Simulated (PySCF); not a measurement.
Geometry relaxation, with input and output: C₃H₁₀Ti

C₃H₁₀Ti, SMILES [H][Ti]([CH3])([CH3])[CH3], computed with PBE0-D3(BJ)/def2-SVP geometry optimisation, gas phase (PySCF 2.14.0).

It belongs to a series of runs on one base structure; here: one ligand: Me to H.

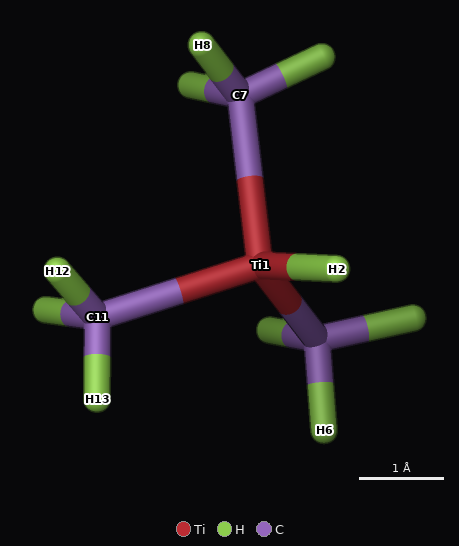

*The structure as given in the input (stick view, seen at a tilt; atoms are numbered from 1 in the order of the input). Sticks mark near contacts.*

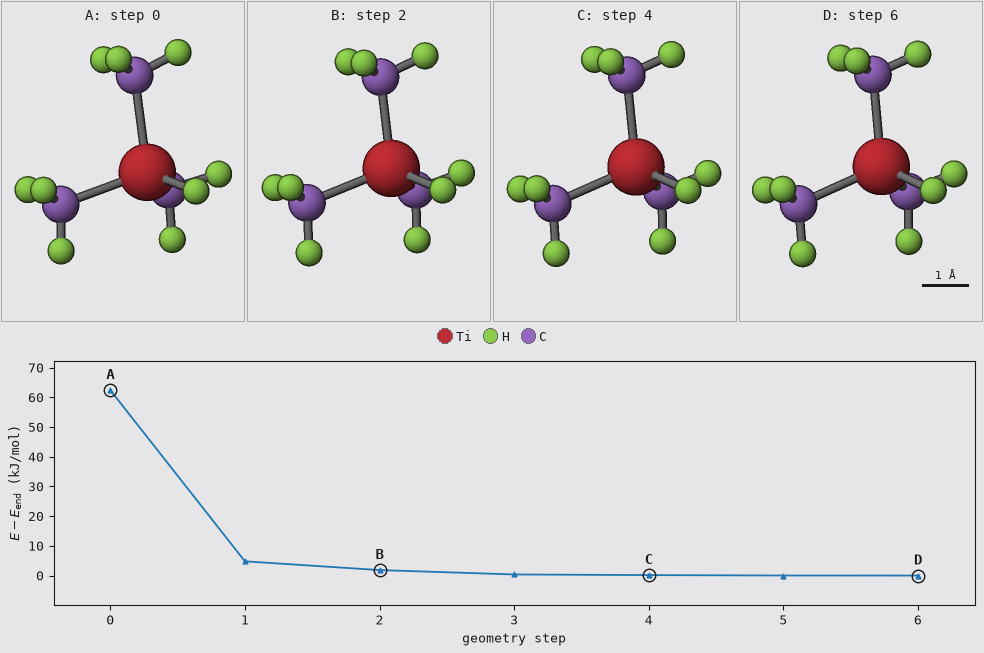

*Frames of the relaxation (ball-and-stick view, seen at a tilt) above the curves, on which the letters mark them (steps are counted from 0).*

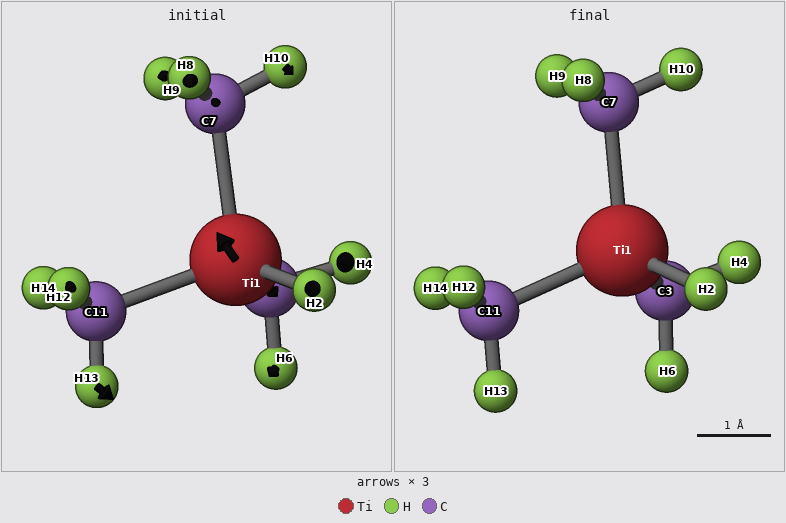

*Before (left) and after (right) the relaxation, at one scale (ball-and-stick view, seen at a tilt). The black arrows give the displacements, magnified 3 times.*

Over 6 geometry steps the energy falls by 62.4 kJ/mol. The largest force component goes from 3 to 0.018 eV/Å. The atom that moves furthest after the best rigid fit is Ti1 (0.17 Å). By element the largest moves are Ti 0.17 Å, H 0.13 Å, C 0.07 Å. Distances before and after: Ti1–C7 2.163 → 2.045 Å, C3–H4 1.211 → 1.105 Å, C11–H13 1.029 → 1.104 Å, C7–H9 1.042 → 1.103 Å. Among the angles that change: H4–C3–H6 100.0° → 109.1°, H2–Ti1–C3 118.9° → 110.1°, Ti1–C3–H5 119.0° → 111.3°. (Atoms are counted from 1 in the order of the input.)

The input that produced these results follows, with the program's output.

The input
```
{"job": {"xc": "PBE0", "basis": "def2-SVP", "d3": "d3bj", "grid": 1, "maxiter": 40, "shake": 0.03, "kind": "geom"}, "charge": 0, "multiplicity": 1}
Ti     0.066060    -0.070040     0.705670
H     -0.003400     0.007690     2.358880
C      1.847540     0.000600    -0.188940
H      2.581520     0.878110     0.207310
H      1.891650     0.042570    -1.292190
H      2.433740    -0.897780     0.121940
C     -0.934110     1.641320    -0.159260
H     -1.968740     1.687290     0.160120
H     -0.961890     1.659000    -1.200680
H     -0.485210     2.571980     0.210680
C     -0.974270    -1.667570    -0.101760
H     -1.989450    -1.668000     0.204650
H     -0.555690    -2.549510     0.222180
H     -0.967170    -1.679470    -1.205400
```

The first line tells a small driver script what to run in PySCF; the rest is the geometry in Å.

Launch command:
```bash
OMP_NUM_THREADS=1 python <driver script> task.json out
```

What the program printed
```
step   0  E = -969.16981647  max force = 0.058930
step   1  E = -969.19177383  max force = 0.015308
step   2  E = -969.19289590  max force = 0.005954
step   3  E = -969.19345975  max force = 0.002033
step   4  E = -969.19354029  max force = 0.001908
step   5  E = -969.19359303  max force = 0.000559
step   6  E = -969.19359959  max force = 0.000345
optimisation converged
```

Trajectory as extended XYZ (Å, eV, eV/Å), 7 frames, from step=0 to step=6
```
14
Properties=species:S:1:pos:R:3:forces:R:3 step=0 energy=-26372.45399
Ti    0.0661   -0.0700    0.7057   -1.5767   1.0280  -1.6372
H    -0.0034    0.0077    2.3589    0.1267  -0.0405   0.6897
C     1.8475    0.0006   -0.1889    3.0303   1.4370   0.7375
H     2.5815    0.8781    0.2073   -1.8218  -1.5337  -0.7405
H     1.8917    0.0426   -1.2922   -0.2676   0.0207   0.0733
H     2.4337   -0.8978    0.1219   -0.3381  -0.0798  -0.0779
C    -0.9341    1.6413   -0.1593    0.6912  -0.7361   2.5838
H    -1.9687    1.6873    0.1601   -0.7406  -0.2597   0.4319
H    -0.9619    1.6590   -1.2007    0.2600  -0.1162  -2.4286
H    -0.4852    2.5720    0.2107    0.3634   0.1173   0.0596
C    -0.9743   -1.6676   -0.1018    0.2899   2.4350  -1.3246
H    -1.9894   -1.6680    0.2046   -1.5742   0.2175   0.5802
H    -0.5557   -2.5495    0.2222    1.4174  -2.6916   1.0413
H    -0.9672   -1.6795   -1.2054    0.1400   0.2022   0.0115
14
Properties=species:S:1:pos:R:3:forces:R:3 step=1 energy=-26373.05148
Ti    0.0263   -0.0244    0.6566   -0.2372   0.1225  -0.2800
H    -0.0190    0.0386    2.3723    0.0764  -0.0254   0.0486
C     1.8689    0.0221   -0.1961    0.7872  -0.2135   0.1280
H     2.4849    0.8535    0.1911   -0.1690   0.1903   0.0738
H     1.9041    0.0732   -1.2967   -0.1879  -0.0410  -0.0108
H     2.4141   -0.8941    0.1218   -0.2072  -0.0259  -0.0843
C    -0.9170    1.5890   -0.1395   -0.2694   0.2279   0.0910
H    -1.9688    1.5991    0.2074    0.0570  -0.0787   0.0001
H    -0.9105    1.5888   -1.2422    0.0697  -0.0207   0.0157
H    -0.4327    2.5088    0.2371    0.0719  -0.0319  -0.0424
C    -0.9771   -1.6240   -0.1133   -0.0613  -0.1586   0.0046
H    -2.0322   -1.6009    0.2149    0.0350   0.0155   0.0411
H    -0.5085   -2.5585    0.2460   -0.0073   0.0056   0.0166
H    -0.9519   -1.6148   -1.2163    0.0421   0.0339  -0.0021
14
Properties=species:S:1:pos:R:3:forces:R:3 step=2 energy=-26373.08202
Ti    0.0205   -0.0152    0.6347   -0.0847   0.0790  -0.2018
H    -0.0034    0.0367    2.3576    0.0516  -0.0213  -0.0322
C     1.8898    0.0126   -0.1895    0.3062  -0.1490   0.1245
H     2.4754    0.8601    0.2091   -0.0707   0.0784   0.0392
H     1.9062    0.0631   -1.2906   -0.1077  -0.0059  -0.0046
H     2.4058   -0.9166    0.1263   -0.0730   0.0089  -0.0319
C    -0.9308    1.6084   -0.1414   -0.1294   0.1158   0.0314
H    -1.9790    1.6056    0.2141    0.0490  -0.0211  -0.0189
H    -0.9204    1.6099   -1.2457    0.0221  -0.0126   0.0641
H    -0.4332    2.5210    0.2353    0.0155  -0.0225  -0.0227
C    -0.9751   -1.6324   -0.1175   -0.0034  -0.1502   0.0799
H    -2.0281   -1.6087    0.2208    0.0591   0.0065  -0.0021
H    -0.4978   -2.5622    0.2506   -0.0457   0.0836  -0.0259
H    -0.9495   -1.6261   -1.2206    0.0111   0.0103   0.0011
14
Properties=species:S:1:pos:R:3:forces:R:3 step=3 energy=-26373.09736
Ti    0.0137   -0.0023    0.6003    0.0011   0.0236  -0.0896
H     0.0214    0.0306    2.3212    0.0169  -0.0097  -0.0251
C     1.9079   -0.0052   -0.1750   -0.1045  -0.0462   0.0595
H     2.4589    0.8579    0.2374    0.0391  -0.0078   0.0061
H     1.9009    0.0497   -1.2761    0.0015   0.0153  -0.0049
H     2.3955   -0.9451    0.1403    0.0503   0.0190   0.0084
C    -0.9479    1.6366   -0.1449    0.0339  -0.0103   0.0107
H    -1.9905    1.6230    0.2191   -0.0049   0.0261  -0.0146
H    -0.9373    1.6430   -1.2484   -0.0190   0.0037   0.0248
H    -0.4370    2.5403    0.2330   -0.0211   0.0100   0.0021
C    -0.9669   -1.6435   -0.1224    0.0371  -0.0645   0.0706
H    -2.0149   -1.6211    0.2270    0.0122   0.0001  -0.0195
H    -0.4782   -2.5608    0.2572   -0.0266   0.0535  -0.0254
H    -0.9450   -1.6471   -1.2255   -0.0161  -0.0129  -0.0032
14
Properties=species:S:1:pos:R:3:forces:R:3 step=4 energy=-26373.09955
Ti    0.0103    0.0008    0.5881   -0.0091   0.0118  -0.0640
H     0.0273    0.0266    2.3069    0.0064  -0.0054  -0.0121
C     1.9104   -0.0110   -0.1687   -0.0981  -0.0106   0.0433
H     2.4587    0.8527    0.2477    0.0288  -0.0180  -0.0044
H     1.9047    0.0478   -1.2699    0.0166   0.0112  -0.0044
H     2.3986   -0.9501    0.1467    0.0410   0.0125   0.0043
C    -0.9527    1.6472   -0.1467    0.0474  -0.0314   0.0255
H    -1.9949    1.6355    0.2178   -0.0115   0.0192  -0.0072
H    -0.9455    1.6585   -1.2496   -0.0145   0.0057  -0.0015
H    -0.4410    2.5496    0.2330   -0.0145   0.0098   0.0025
C    -0.9647   -1.6497   -0.1236    0.0282  -0.0077   0.0373
H    -2.0116   -1.6289    0.2276   -0.0046   0.0005  -0.0101
H    -0.4720   -2.5612    0.2604   -0.0035   0.0140  -0.0065
H    -0.9469   -1.6615   -1.2268   -0.0125  -0.0116  -0.0027
14
Properties=species:S:1:pos:R:3:forces:R:3 step=5 energy=-26373.10099
Ti    0.0041    0.0034    0.5722   -0.0030  -0.0143  -0.0115
H     0.0290    0.0203    2.2884   -0.0050   0.0005   0.0047
C     1.9107   -0.0157   -0.1605   -0.0264   0.0110   0.0085
H     2.4590    0.8457    0.2613    0.0057  -0.0027  -0.0035
H     1.9149    0.0495   -1.2618    0.0170   0.0020  -0.0010
H     2.4049   -0.9518    0.1545    0.0071  -0.0012  -0.0037
C    -0.9562    1.6578   -0.1492    0.0148  -0.0080   0.0176
H    -1.9991    1.6512    0.2142   -0.0069   0.0022   0.0006
H    -0.9536    1.6779   -1.2518   -0.0024   0.0055  -0.0166
H    -0.4449    2.5588    0.2344    0.0002   0.0027  -0.0002
C    -0.9631   -1.6576   -0.1248   -0.0032   0.0287  -0.0104
H    -2.0094   -1.6389    0.2278   -0.0100  -0.0005   0.0029
H    -0.4646   -2.5612    0.2666    0.0150  -0.0185   0.0127
H    -0.9511   -1.6832   -1.2281   -0.0029  -0.0073  -0.0002
14
Properties=species:S:1:pos:R:3:forces:R:3 step=6 energy=-26373.10117
Ti    0.0020    0.0026    0.5684   -0.0001  -0.0087  -0.0023
H     0.0252    0.0180    2.2847   -0.0054   0.0014   0.0025
C     1.9106   -0.0148   -0.1585    0.0006   0.0106  -0.0006
H     2.4586    0.8456    0.2658   -0.0039  -0.0002   0.0000
H     1.9210    0.0530   -1.2598    0.0086   0.0003   0.0009
H     2.4071   -0.9500    0.1557   -0.0030  -0.0034  -0.0027
C    -0.9560    1.6596   -0.1505    0.0016  -0.0021   0.0067
H    -1.9995    1.6548    0.2119   -0.0009  -0.0021   0.0008
H    -0.9536    1.6833   -1.2533    0.0011   0.0026  -0.0066
H    -0.4444    2.5597    0.2352    0.0034  -0.0012  -0.0003
C    -0.9638   -1.6604   -0.1253   -0.0083   0.0177  -0.0121
H    -2.0102   -1.6419    0.2276   -0.0026  -0.0005   0.0035
H    -0.4636   -2.5619    0.2698    0.0090  -0.0091   0.0093
H    -0.9529   -1.6914   -1.2285    0.0001  -0.0053   0.0009
```

Key numbers

| quantity | value |
| --- | --- |
| outcome | converged |
| total energy | −969.193600 hartree |
| dipole moment | 1.07 D |
| point group | C1 |
| hardware | 1 CPU thread, shared host |
| wall time | 43 s |
| peak memory | 0.45 GiB |
